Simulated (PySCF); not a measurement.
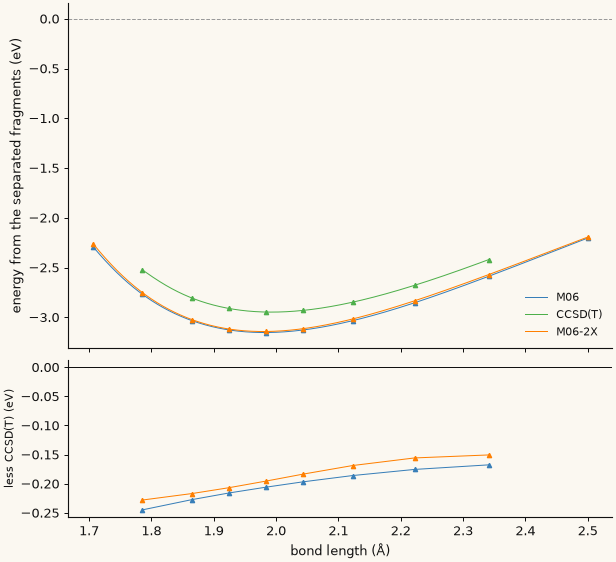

Bond curves of GeB, quartet (excess alpha electrons: σ +1, πx +1, πy +1), def2-TZVPP (non-relativistic), PySCF 2.14.0: energy from the separated fragments (atoms in their ground configurations, no counterpoise). One reference determinant with the occupation held, the lowest that a PBE0 search over spins and occupations found; no spin-orbit coupling. Splines pass through the computed points, which are marked. References: UKS for M06 and M06-2X; UHF for CCSD(T).

### Which curve follows CCSD(T) best, and which worst?

Best M06-2X, worst M06; largest departures, offsets in depth included: M06-2X 0.23, M06 0.24 eV, over the shared points. CCSD(T) is in the same finite basis, not at its limit.

### Where is the minimum of each curve?

M06: near 1.98 Å, −3.15 eV; CCSD(T): near 1.99 Å, −2.95 eV; M06-2X: near 1.98 Å, −3.14 eV (from the spline).

Caveats, for all or some of the runs: lowest determinant of a PBE0 search, another state may lie lower; no scalar relativity; spin-orbit coupling is left out; it can lower the fragment Ge more than the molecule, and De with it.
